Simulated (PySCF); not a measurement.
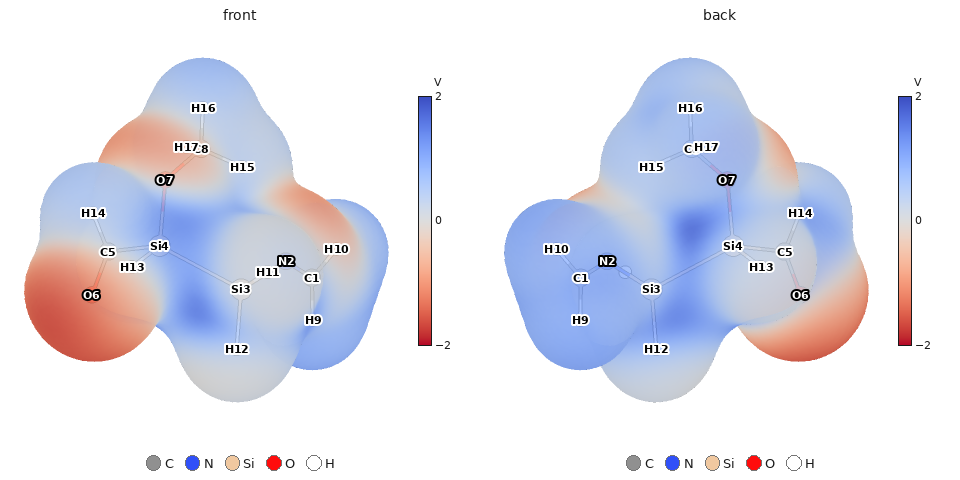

C₃H₉NO₂Si₂. The electrostatic potential painted on the density surface at 0.002 e/bohr³, seen from the front and from behind; red is negative and blue positive.

Geometry: GFN2-xTB.

The calculation used PySCF, B3LYP/def2-SVPD, SCF density, gas phase.

The calculation's input:

```
{"job": {"kind": "uv", "xc": "B3LYP", "basis": "def2-SVPD", "nstates": 8, "ntriplets": 3}, "charge": 0, "multiplicity": 1}
C      2.426897     1.635438    -0.772768
N      1.768861     0.893352    -0.012784
Si     1.433310    -0.791467     0.095833
Si    -0.831831    -0.900421    -0.362790
C     -1.607881    -2.542777     0.209999
O     -1.234071    -3.616479    -0.192345
O     -1.715142     0.135940     0.523229
C     -1.560545     1.519641     0.651549
H      3.036030     1.286233    -1.609804
H      2.415328     2.711119    -0.611538
H      1.800146    -1.027098     1.497351
H      2.238780    -1.683759    -0.752088
H     -1.164445    -0.756683    -1.793874
H     -2.431652    -2.501217     0.953984
H     -0.505731     1.783142     0.749133
H     -2.104428     1.839741     1.540621
H     -1.970625     2.027323    -0.224434
```

Command:

```sh
OMP_NUM_THREADS=1 python probes_run.py task.json out
```

Q: Describe the electrostatic potential map.

A: The most negative region (about −1.6 V, or −37 kcal/mol for a unit charge) lies over O6, the most positive (about +1.4 V, or +32 kcal/mol for a unit charge) over Si3 and Si4. O6 is the likeliest acceptor of a hydrogen bond.

Q: How polar is the molecule by this calculation?

A: Its dipole moment is 3.80 D.
